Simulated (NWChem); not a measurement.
# singlet C2HF2Ge+: levels of theory compared

We compute a comparison of 6 runs (HF/3-21G, HF/6-31G*, PBE0/6-31G*, B3LYP/6-31G*, M06-2X/6-31G*, CCSD(T)/6-31G*) of singlet C2HF2Ge+. 

The results are computed with NWChem 7.3.0.

46 further runs of the same task are left out: 46 set aside as unsound or not needed.

## 1. Starting point

C2HF2Ge+ has 6 atoms, charge +1, and is taken as a singlet. As SMILES of the parent species, `C#[C][Ge]([F])[F]`. The shape is that of a PBE0-D4/def2-TZVP optimisation. That shape belongs to the parent species and isn't relaxed for this state.

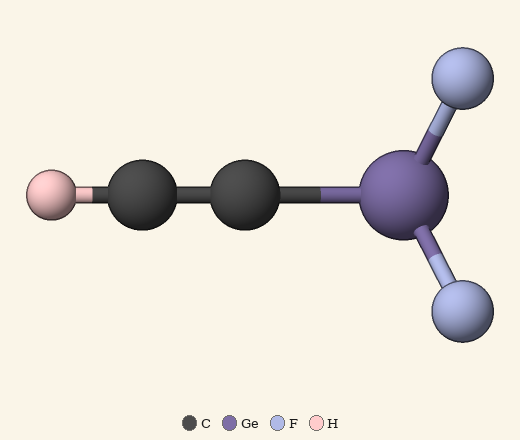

The structure, seen from a chosen angle (carbon dark grey, germanium purple, fluorine light blue, hydrogen pink).

## 2. The energy at HF/3-21G (run 1)

File run.py:

```python
from ase import Atoms
from ase.calculators.nwchem import NWChem

molecule = Atoms(['C', 'C', 'Ge', 'F', 'F', 'H'], positions=[
    [-0.190100, 0.518400, 1.692900],
    [-0.131400, 0.204200, 0.530300],
    [-0.289600, -0.139700, -1.323100],
    [-0.276600, -1.850600, -1.565100],
    [1.142900, 0.424100, -2.108200],
    [-0.213200, 0.779700, 2.727000],
])

calc = NWChem(
    label='c2hf2ge',
    theory='scf',
    memory='2200 mb',
    basis='3-21G',
    basispar='spherical bse',
    charge=1,
    scf={'nopen': '0', 'rhf': None, 'thresh': '1e-08', 'maxiter': '80'},
    task='energy',
)
molecule.calc = calc

e = molecule.get_potential_energy()
print(f"E = {e:.6f} eV")
print("dipole (e A):", molecule.get_dipole_moment().round(4))
```

Command:

```console
$ export ASE_NWCHEM_COMMAND="nwchem PREFIX.nwi > PREFIX.nwo"
$ python run.py
```

The log of the run:

```text
E = -63639.641209 eV
dipole (e A): [-0.9677  0.5045 -0.397 ]
```

The calculator wrote c2hf2ge.nwi:

```
title "c2hf2ge"

permanent_dir c2hf2ge

scratch_dir c2hf2ge

start c2hf2ge

geometry units angstrom nocenter noautosym noautoz
  C  -1.9009999999999999e-01 5.1839999999999997e-01 1.6929000000000001e+00
  C  -1.3139999999999999e-01 2.0419999999999999e-01 5.3029999999999999e-01
  Ge -2.8960000000000002e-01 -1.3969999999999999e-01 -1.3230999999999999e+00
  F  -2.7660000000000001e-01 -1.8506000000000000e+00 -1.5650999999999999e+00
  F  1.1429000000000000e+00 4.2409999999999998e-01 -2.1082000000000001e+00
  H  -2.1320000000000000e-01 7.7969999999999995e-01 2.7269999999999999e+00
end

charge 1

memory 2200 mb

basis spherical bse noprint
   * library 3-21G
end

scf
  nopen 0
  rhf
  thresh 1e-08
  maxiter 80
end

task scf energy
```

c2hf2ge.nwo:

```text
Northwest Computational Chemistry Package (NWChem) 7.3.0
             --------------------------------------------------------

           Job information
           ---------------

    nwchem branch   = 7.3.0
    use scalapack   = T
    input           = c2hf2ge.nwi
    prefix          = c2hf2ge.
    data base       = c2hf2ge/c2hf2ge.db
    status          = startup
    nproc           =        1

           Memory information
           ------------------

    heap     =     72089600 doubles =      550.0 Mbytes
    stack    =     72089597 doubles =      550.0 Mbytes
    global   =    144179200 doubles =     1100.0 Mbytes (distinct from heap & stack)
    total    =    288358397 doubles =     2200.0 Mbytes
    verify   = yes
    hardfail = no

[... 133 lines left out ...]
 Convergence threshold     :          1.000E-08
[... 13 lines left out ...]
       Final RHF  results
[... 3 lines left out ...]
      One-electron energy =  -3918.928587895343
[... 1 line left out ...]
 Nuclear repulsion energy =    338.439519567253
[... 49 lines left out ...]
                       ROHF Final Molecular Orbital Analysis
[... 191 lines left out ...]
  Mulliken analysis of the total density
  --------------------------------------

    Atom       Charge   Shell Charges
 -----------   ------   -------------------------------------------------------
    1 C    6     6.14   1.99  0.45  1.48  0.80  1.42
    2 C    6     6.56   1.99  0.39  1.56  0.73  1.89
    3 Ge  32    29.97   2.00  2.00  5.99  1.99  5.95  0.76  1.06  0.08  0.17  9.96
    4 F    9     9.39   1.98  0.45  2.43  1.54  2.99
    5 F    9     9.39   1.98  0.45  2.43  1.54  2.99
    6 H    1     0.56   0.44  0.12

       Multipole analysis of the density wrt the origin
       ------------------------------------------------

     L   x y z        total         open         nuclear
     -   - - -        -----         ----         -------
     0   0 0 0      1.000000      0.000000     63.000000

     1   1 0 0     -1.828720      0.000000     -6.827013
[... 8 lines of this table left out ...]
     2   0 0 2    -11.704097      0.000000    515.607059

 Task  times  cpu:        4.1s     wall:        4.1s
 Total times  cpu:        4.1s     wall:        4.1s
```

Wall time 5.4 s (1 thread of Intel Xeon Platinum 8488C (Sapphire Rapids), shared host); peak memory 0.1 GiB.

## 3. The energy at HF/6-31G(d) (spherical functions) (run 2)

File mymol.nw:

```
start mymol
title "C2HF2Ge"
memory total 2200 mb
charge 1
geometry noautosym nocenter noautoz
C    -0.190100    0.518400    1.692900
C    -0.131400    0.204200    0.530300
Ge   -0.289600   -0.139700   -1.323100
F    -0.276600   -1.850600   -1.565100
F     1.142900    0.424100   -2.108200
H    -0.213200    0.779700    2.727000
end
basis spherical bse
* library 6-31G*
end
scf
thresh 1e-08
maxiter 80
print low
end
task scf energy
```

Command:

```console
$ nwchem mymol.nw > mymol.out
```

The log of the run:

```text
[...]
  functions       =    90
[...]
  wavefunction    = RHF
[...]
         Total SCF energy =  -2349.883675631811
      One-electron energy =  -3932.178787530753
      Two-electron energy =   1243.855592331689
 Nuclear repulsion energy =    338.439519567253
        Time for solution =     29.0s
 Task  times  cpu:       29.7s     wall:       29.7s
[...]
```

Run time: 30 s. Hardware: 1 thread of Intel Xeon Platinum 8488C (Sapphire Rapids), shared host; peak memory 0.098 GiB.

Runs 3 to 5 aren't shown in full; the table further down has their settings and results.

## 4. A single-point energy at CCSD(T)/6-31G(d) (spherical functions) (run 6)

File struct.nw:

```
START struct
TITLE "C2HF2Ge energy"
memory total 2200 mb
charge 1

GEOMETRY noautosym nocenter noautoz
 C    -0.190100    0.518400    1.692900
 C    -0.131400    0.204200    0.530300
 Ge   -0.289600   -0.139700   -1.323100
 F    -0.276600   -1.850600   -1.565100
 F     1.142900    0.424100   -2.108200
 H    -0.213200    0.779700    2.727000
END

BASIS spherical bse
 * library 6-31G*
END

SCF
 thresh 1e-08
 maxiter 80
 noprint "final vectors analysis"
END

CCSD
 freeze core 13
 maxiter 60
END

TASK ccsd(t) energy
```

Command:

```console
$ nwchem struct.nw > struct.out
```

The log of the run:

```text
[...]
  functions       =    90
[...]
  wavefunction    = RHF
[...]
         Total SCF energy =  -2349.883675631811
      One-electron energy =  -3932.178787530753
      Two-electron energy =   1243.855592331689
 Nuclear repulsion energy =    338.439519567253
        Time for solution =     28.4s
[...]
 Total MP2 energy:          -2350.721401534883171
[...]
             energy      energy      error      ampl     ampl      Block
                                                time     time      time
[...]
 Total CCSD energy:          -2350.716400090934258
[...]
 Total CCSD+T(CCSD) energy:          -2350.749379863694685
[...]
 Total CCSD(T) energy:               -2350.744707934036796
[...]
```

It took 4 min on 1 thread of Intel Xeon Platinum 8488C (Sapphire Rapids), shared host; peak memory 0.31 GiB.

## 5. Overview of the runs

```tsv
run	level	iteration cap	module	energy (Eh)	wall time
1	HF/3-21G	80	scf	-2338.713697	5.4 s
2	HF/6-31G* (spherical functions)	80	scf	-2349.883676	30 s
3	PBE0/6-31G* (spherical functions)	100	dft	-2352.261660	24 s
4	B3LYP/6-31G* (spherical functions)	100	dft	-2352.852681	23 s
5	M06-2X/6-31G* (spherical functions)	100	dft	-2352.713980	24 s
6	CCSD(T)/6-31G* (spherical functions)	80	ccsd(t)	-2350.744708	4 min
```

## 6. Outcome

```
                                           quantity           value
                                run 6: total energy  -2350.74471 Eh
run 6: correlation energy (13 core orbitals frozen)      -861.0 mEh
                              run 6: (T) correction      -28.31 mEh
```

Over runs 1, 4, 5 the HOMO–LUMO gap runs from 2.59 eV (B3LYP/6-31G*) to 8.93 eV (HF/3-21G). The two ends differ in method and basis. Totals of different functionals can't be ranked against each other. All runs together took 5.8 min, the longest 4 min.
